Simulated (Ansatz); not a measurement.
AlB2-type TiB2, treated with r²SCAN+rVV10 in Ansatz (PAW).

Numerical settings: plane-wave cutoff 560 eV, 24×24×18 k mesh (along the axes of the cell as run), Fermi–Dirac smearing 0.05 eV, no spin polarisation, scalar-relativistic PAW data made under PBE.

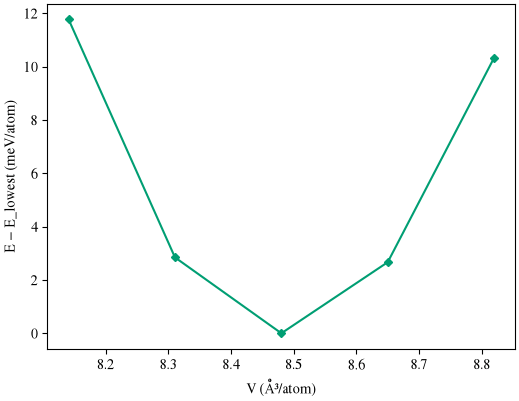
Fig. 1. Total energy against volume

Question: From the curve, estimate the equilibrium volume and the bulk modulus.

Answer: V0 ≈ 8.5 Å³/atom and B0 ≈ 260 GPa; the fit gives V0 = 8.480 Å³/atom, B0 = 260 GPa, B′ = 3.9.

Shape and atoms are relaxed at each volume.

Measured, for comparison: bulk modulus 240 GPa (room temperature, not corrected to a static lattice, our sources range from 233 to 250; as tabulated in Synthesis of Binary Transition Metal Nitrides, Carbides and Borides from the …). Computed (rounded) less measured: bulk modulus +8 % (+4 % to +12 % over the range). A static lattice is as a rule a little smaller and stiffer than an uncorrected measurement, which narrows the difference in the bulk modulus and would widen misses of the other sign.

Note: the bulk modulus comes from volumes at which shape and atoms were relaxed.

Static lattice: no zero-point or thermal effects.

The result took around 14 core-minutes (rough).

Ansatz is a program for electronic structure.
